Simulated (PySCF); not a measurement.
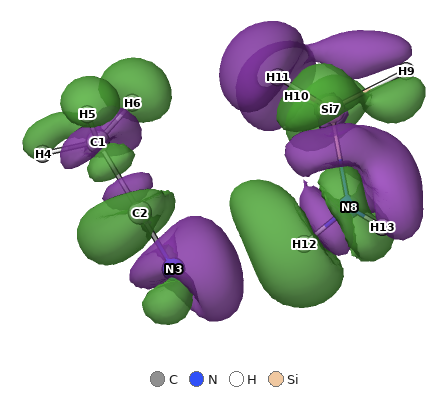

*C₂H₈N₂Si, SMILES `CC#N.[SiH3]N`. Density of the complex less the densities of the two fragments at the same geometry, ±0.0015 e/Å³ (purple: gain, green: loss). Fragment A: H3C2N (atoms 1–6); fragment B: SiH5N.*

Method: B3LYP/def2-SVP; geometry: GFN2-xTB; program: PySCF.

Coordinates in Å:

```
C1      -2.3337    1.0193   -0.0054
C2      -1.8962   -0.3461    0.0125
N3      -1.5458   -1.4343    0.0262
H4      -3.3333    1.0785   -0.4346
H5      -2.3507    1.4084    1.0118
H6      -1.6409    1.6085   -0.6048
Si7      1.7110    0.6473    0.0071
N8       1.6352   -1.0641   -0.0931
H9       3.1287    0.9823    0.1041
H10      1.1010    1.1428   -1.2288
H11      1.0018    1.2689    1.1423
H12      0.7341   -1.4957   -0.2387
H13      2.1590   -1.6071    0.5748
```

Question: How is the density rearranged on binding?

Answer: Hirshfeld charges show 0.007 e passing from A to B. By Hirshfeld charges, electrons gather most on N3 (−0.012 e) and leave H12 most (+0.015 e); 0.08 e is displaced in all, which induces a dipole of 0.28 D.

Question: What is the interaction energy, and which contacts carry it?

Answer: The counterpoise-corrected interaction energy of the frozen fragments is −1.4 kcal/mol without dispersion correction and −4.2 kcal/mol with D3(BJ). The pair geometry is semi-empirical, not a minimum at this level. Contacts: N3···H12, hydrogen bond, 2.30 Å, ρ = 0.013 a.u.; H6···H10, H···H contact, 2.85 Å, ρ = 0.003 a.u. The pose is a local one from a semi-empirical search, not shown to be the most stable.
